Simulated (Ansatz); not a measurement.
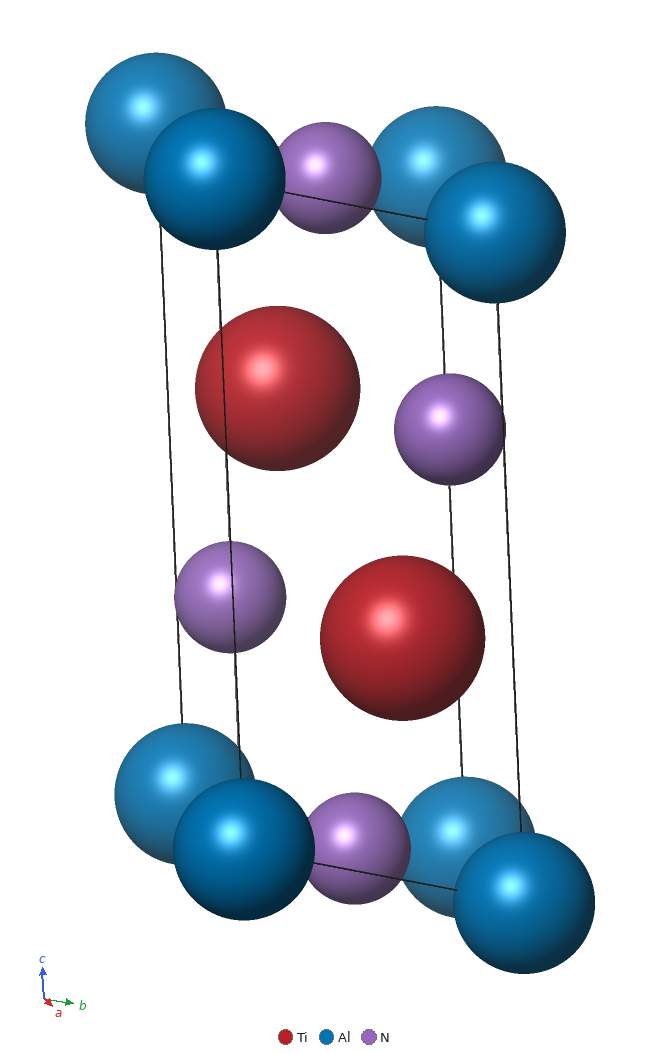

An orthographic spheres-only view of the structure, slightly off an axis. One cell (the run's own, in a reduced setting) is framed, with atoms on its boundary repeated.

```xyz
6
Lattice="0.0000 -2.9452 0.0000 2.9452 0.0000 0.0000 -1.4726 1.4726 6.4100" Properties=species:S:1:pos:R:3 pbc="T T T"
Ti    1.4726   -1.4726    2.1886
Ti    0.0000    0.0000    4.2214
Al    1.4726   -1.4726    6.4100
N     0.0000    0.0000    2.0496
N     1.4726   -1.4726    4.3605
N     1.4726   -1.4726    0.0000
```

Computational set-up: DFT PBE, scalar-relativistic, plane waves, PAW in Ansatz 0.2.0, plane waves to 420 eV, k-points about 0.17 Å⁻¹ apart, Gaussian smearing of 0.1 eV, no spin polarisation.

**What charge does Bader's analysis assign to each element?**

Ti +1.74 e; Al +2.47 e; N -2.20 to -1.88 e.

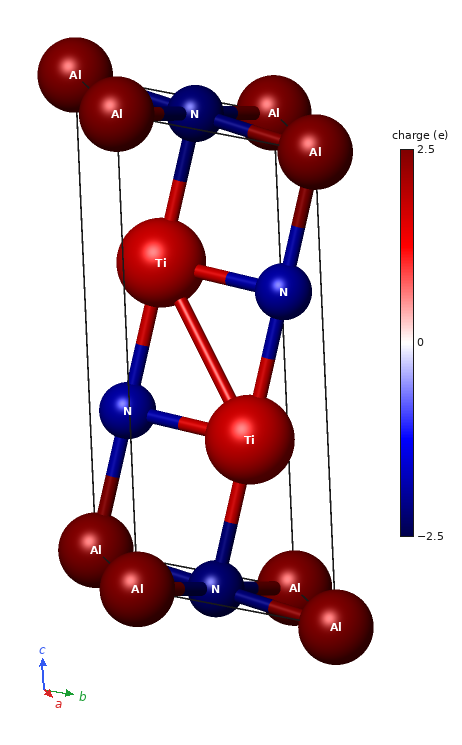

The atoms coloured by those charges.

Provenance: a structure type filled with these elements by a generator (whether the compound takes this form wasn't checked). Earlier steps of the study may have refined or changed the cell and positions. It went into a calculation with Ansatz.
